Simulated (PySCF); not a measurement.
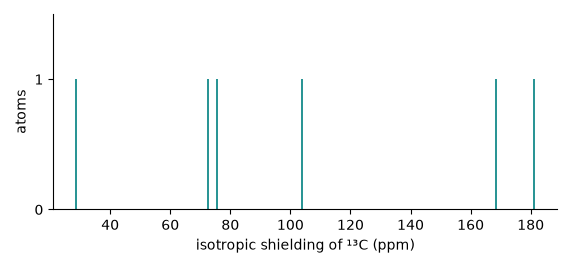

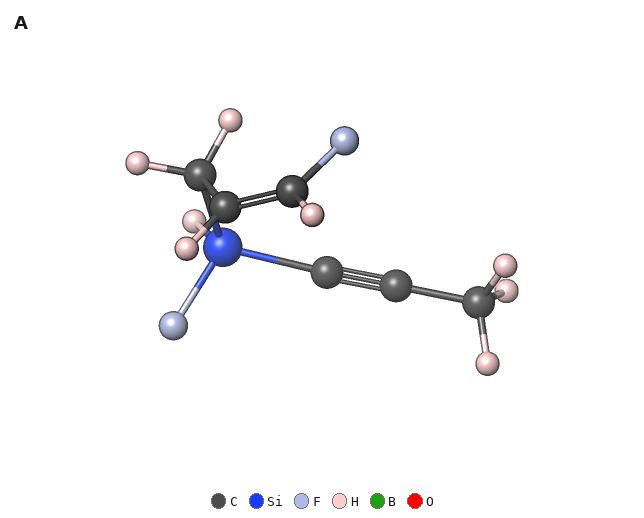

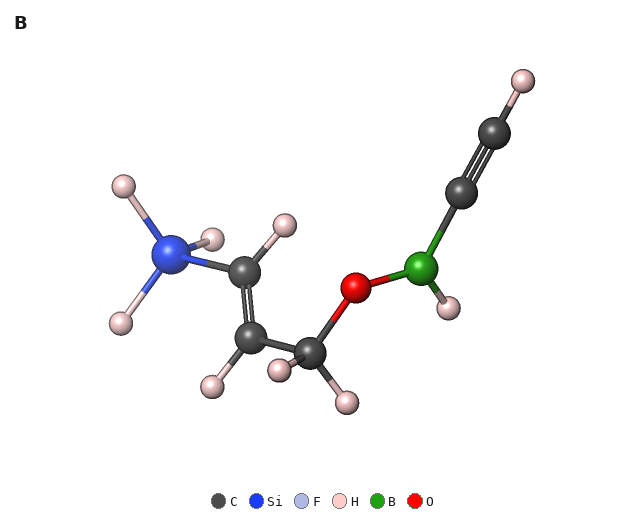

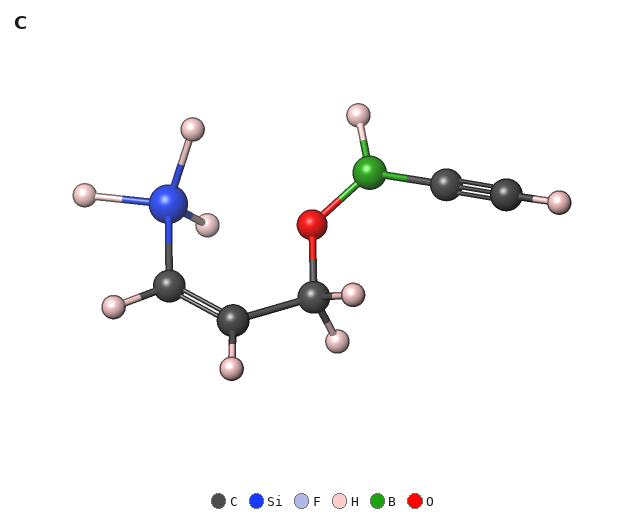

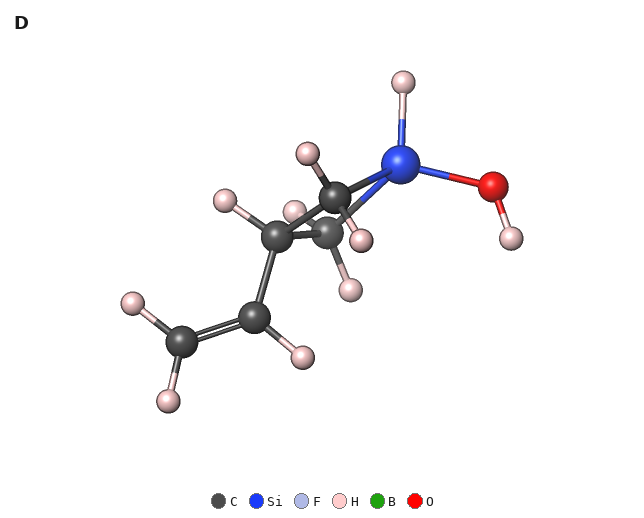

The sticks are computed shieldings of one of the molecules, for one fixed geometry (GFN2-xTB) without averaging over rotations. Low shielding means a high chemical shift. Method: GIAO PBE0/pcSseg-1 NMR shielding, non-relativistic, gas phase (PySCF 2.14.0).

Which molecule gives this pattern?

Answer. A, `CC#C[Si@@H](F)C/C=C\F`. Its 6 C atoms give lines at 28.6, 72.5, 75.6, 103.8, 168.3, 181.2 ppm.

The geometry is semi-empirical. Around B, Si such bond lengths and angles can be off by a tenth of an ångström or more and by several degrees, and values that hang on the shape move with them.
